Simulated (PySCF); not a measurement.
# C5H13N+ (doublet): open-shell or spin-flip excitations

Wanted: open-shell or spin-flip excitations for C5H13N+ (doublet) (`CCC[N+](C)C`).

Programs: PySCF 2.14.0, with routines of our own; each step states its level. All values are computed. Atoms count from 0.

## 1. The system as given

19 atoms, charge 1, multiplicity 2; geometry from: GFN2-xTB.

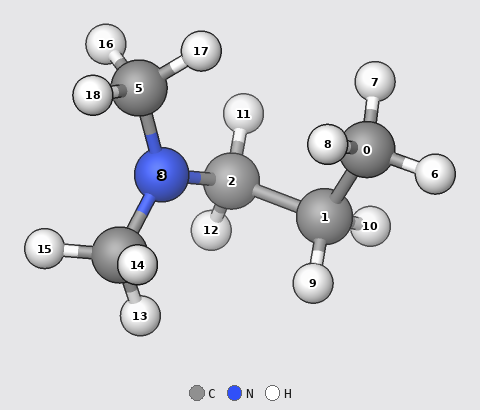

The starting geometry (carbon grey, nitrogen blue, hydrogen white).

## 2. Open-shell or spin-flip excitations: unrestricted TDA PBE0/def2-SVPD

The job: settings as JSON, then the geometry in Å.

```
{"job": {"kind": "uabs", "xc": "PBE0", "basis": "def2-SVPD", "nstates": 10, "tda": true}, "charge": 1, "multiplicity": 2}
C      2.066389     0.214394     0.281241
C      1.227950    -1.026535     0.062202
C     -0.031278    -0.752339    -0.824081
N     -0.957786     0.100246    -0.192780
C     -1.747900    -0.365183     0.885347
C     -1.014439     1.466873    -0.555946
H      2.988740    -0.074457     0.784491
H      2.346697     0.679275    -0.661550
H      1.570747     0.943675     0.918044
H      0.907961    -1.447528     1.015342
H      1.811151    -1.778466    -0.469473
H      0.300936    -0.311360    -1.765429
H     -0.495044    -1.725338    -1.014114
H     -1.649197    -1.441627     1.010027
H     -1.466714     0.131332     1.822884
H     -2.802444    -0.118601     0.717827
H     -1.406824     1.578390    -1.574454
H     -0.010509     1.906562    -0.572763
H     -1.648242     2.029936     0.125725
```

With the program's defaults for keys left out, this is: unrestricted TDA PBE0/def2-SVPD, vertical, gas phase, core orbitals frozen in the response.

The run is started by

```console
OMP_NUM_THREADS=1 python excited_run.py task.json out
```

This one command runs all jobs of the session in turn.

The log of the run:

```text
coarse grid: 14552 points
cycle   1  E = -252.2653769555  dE =  7.229e-01  |g| = 3.032e-01  |ddm| = 4.240e+00
cycle   2  E = -252.2203312903  dE =  4.505e-02  |g| = 4.444e-01  |ddm| = 1.105e+00
cycle   3  E = -252.3115466232  dE = -9.122e-02  |g| = 4.846e-02  |ddm| = 5.309e-01
cycle   4  E = -252.3124805169  dE = -9.339e-04  |g| = 2.411e-02  |ddm| = 9.141e-02
cycle   5  E = -252.3128266029  dE = -3.461e-04  |g| = 6.950e-03  |ddm| = 4.201e-02
cycle   6  E = -252.3128601404  dE = -3.354e-05  |g| = 2.269e-03  |ddm| = 1.667e-02
cycle   7  E = -252.3128644907  dE = -4.350e-06  |g| = 7.931e-04  |ddm| = 6.985e-03
final grid: 136872 points
cycle   8  E = -252.3470799190  dE = -6.588e-05  |g| = 6.393e-03  |ddm| = 1.159e-01
cycle   9  E = -252.3470777044  dE =  2.215e-06  |g| = 6.751e-03  |ddm| = 2.129e-02
cycle  10  E = -252.3471016070  dE = -2.390e-05  |g| = 5.371e-04  |ddm| = 9.103e-03
cycle  11  E = -252.3471017372  dE = -1.302e-07  |g| = 1.716e-04  |ddm| = 1.137e-03
cycle  12  E = -252.3471017495  dE = -1.232e-08  |g| = 5.512e-05  |ddm| = 2.978e-04
cycle  13  E = -252.3471017510  dE = -1.431e-09  |g| = 2.255e-05  |ddm| = 1.312e-04
cycle  14  E = -252.3471017512  dE = -2.844e-10  |g| = 7.973e-06  |ddm| = 4.592e-05
converged SCF energy = -252.3471017512

Static polarisability (au): isotropic 67.490, principal 58.305 65.872 78.293

<S^2> of the reference = 0.7552 (exact 0.7500)

Excitations
state   eV       nm        f      <S^2>   main configurations
  1   3.8924    318.5   0.00016   0.768   Hb->Lb 0.98
  2   4.0391    307.0   0.02149   0.767   H-1b->Lb 0.53, H-2b->Lb 0.44
  3   4.2083    294.6   0.07079   0.767   H-2b->Lb 0.54, H-1b->Lb 0.45
  4   5.3461    231.9   0.00609   0.765   H-3b->Lb 0.83, H-5b->Lb 0.10
  5   5.5080    225.1   0.00215   0.764   H-4b->Lb 0.90
  6   5.6749    218.5   0.00669   0.764   H-5b->Lb 0.65, H-7b->Lb 0.15, H-3b->Lb 0.11
  7   6.1625    201.2   0.10519   0.769   H-6b->Lb 0.76, H-5b->Lb 0.11
  8   6.4242    193.0   0.07531   0.769   H-7b->Lb 0.71, H-6b->Lb 0.15
  9   6.6671    186.0   0.00418   0.768   H-8b->Lb 0.88
 10   7.8601    157.7   0.00419   0.767   H-9b->Lb 0.91
```

It took 62 s on 1 thread of Arm Neoverse V2, shared host; peak memory 0.79 GiB.

Key values:

```csv
quantity,value
⟨S²⟩,0.755
```

Löwdin spin populations:

C0 0.00; C1 0.07; C2 0.03; N3 0.63; C4 0.03; C5 0.03; H6 0.01; H7 0.00; H8 0.00; H9 0.00; H10 0.01; H11 0.01; H12 0.03; H13 0.00; H14 0.04; H15 0.03; H16 0.04; H17 0.03; H18 0.00

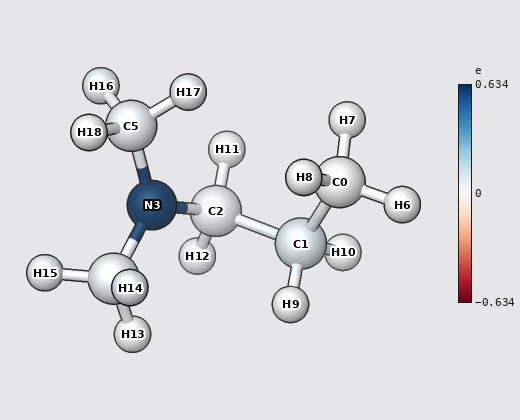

Löwdin spin populations, as colours on the atoms.

With diffuse functions Löwdin's scheme smears the spin, so small populations can have the wrong sign.

## 3. Open-shell or spin-flip excitations: unrestricted TDA PBE0/def2-SVPD in methanol

The job, as its differences from that of step 2:

```diff
@@ -1,2 +1,2 @@
-{"job": {"kind": "uabs", "xc": "PBE0", "basis": "def2-SVPD", "nstates": 10, "tda": true}, "charge": 1, "multiplicity": 2}
+{"job": {"kind": "uabs", "xc": "PBE0", "basis": "def2-SVPD", "nstates": 10, "tda": true, "solvent": "methanol", "pol": false}, "charge": 1, "multiplicity": 2}
 C      2.066389     0.214394     0.281241
```

Method: unrestricted TDA PBE0/def2-SVPD, vertical, IEF-PCM methanol (non-equilibrium linear response), core orbitals frozen in the response.

The log of the run:

```text
coarse grid: 14552 points
cycle   1  E = -252.3568756395  dE =  6.320e-01  |g| = 2.909e-01  |ddm| = 4.241e+00
cycle   2  E = -252.3298672888  dE =  2.701e-02  |g| = 3.910e-01  |ddm| = 1.010e+00
cycle   3  E = -252.3986668447  dE = -6.880e-02  |g| = 4.127e-02  |ddm| = 4.496e-01
cycle   4  E = -252.3993521217  dE = -6.853e-04  |g| = 2.168e-02  |ddm| = 7.907e-02
cycle   5  E = -252.3996368562  dE = -2.847e-04  |g| = 5.889e-03  |ddm| = 3.673e-02
cycle   6  E = -252.3996636376  dE = -2.678e-05  |g| = 1.680e-03  |ddm| = 1.491e-02
cycle   7  E = -252.3996660824  dE = -2.445e-06  |g| = 6.219e-04  |ddm| = 5.334e-03
final grid: 136872 points
cycle   8  E = -252.4338164471  dE = -6.532e-05  |g| = 6.122e-03  |ddm| = 1.147e-01
cycle   9  E = -252.4338154991  dE =  9.480e-07  |g| = 6.310e-03  |ddm| = 2.126e-02
cycle  10  E = -252.4338364157  dE = -2.092e-05  |g| = 4.207e-04  |ddm| = 8.824e-03
cycle  11  E = -252.4338364915  dE = -7.581e-08  |g| = 1.731e-04  |ddm| = 8.910e-04
cycle  12  E = -252.4338365043  dE = -1.282e-08  |g| = 4.265e-05  |ddm| = 2.960e-04
cycle  13  E = -252.4338365053  dE = -9.169e-10  |g| = 1.935e-05  |ddm| = 1.192e-04
converged SCF energy = -252.4338365053

<S^2> of the reference = 0.7552 (exact 0.7500)

Excitations
state   eV       nm        f      <S^2>   main configurations
  1   4.2870    289.2   0.00090   0.769   Hb->Lb 0.90
  2   4.3875    282.6   0.01825   0.768   H-1b->Lb 0.55, H-2b->Lb 0.37
  3   4.5534    272.3   0.09353   0.768   H-2b->Lb 0.54, H-1b->Lb 0.41
  4   5.4309    228.3   0.00428   0.765   H-3b->Lb 0.60, H-4b->Lb 0.33
  5   5.5189    224.7   0.00530   0.764   H-4b->Lb 0.49, H-5b->Lb 0.22, H-3b->Lb 0.17
  6   5.8271    212.8   0.01778   0.766   H-5b->Lb 0.36, H-6b->Lb 0.25, H-3b->Lb 0.21
  7   6.0821    203.9   0.11484   0.769   H-6b->Lb 0.56, H-5b->Lb 0.38
  8   6.6297    187.0   0.07233   0.769   H-7b->Lb 0.86
  9   6.9686    177.9   0.00465   0.769   H-8b->Lb 0.89
 10   7.7987    159.0   0.03671   0.868   Ha->La 0.95
```

Run time: 49 s. Hardware: 1 thread of Arm Neoverse V2, shared host; peak memory 1 GiB.

In short:

```csv
quantity,value
⟨S²⟩,0.755
```

## 4. Results

```
                                                                                                   quantity                        value
            lowest and brightest state of nearly pure spin, of 10 (step 2, unrestricted TDA PBE0/def2-SVPD)  3.89 eV; 6.16 eV, f = 0.105
lowest and brightest state of nearly pure spin, of 10 (step 3, unrestricted TDA PBE0/def2-SVPD in methanol)  4.29 eV; 6.08 eV, f = 0.115
```

**Reading.** The lowest state of nearly pure spin runs from 3.89 to 4.29 eV over the runs.
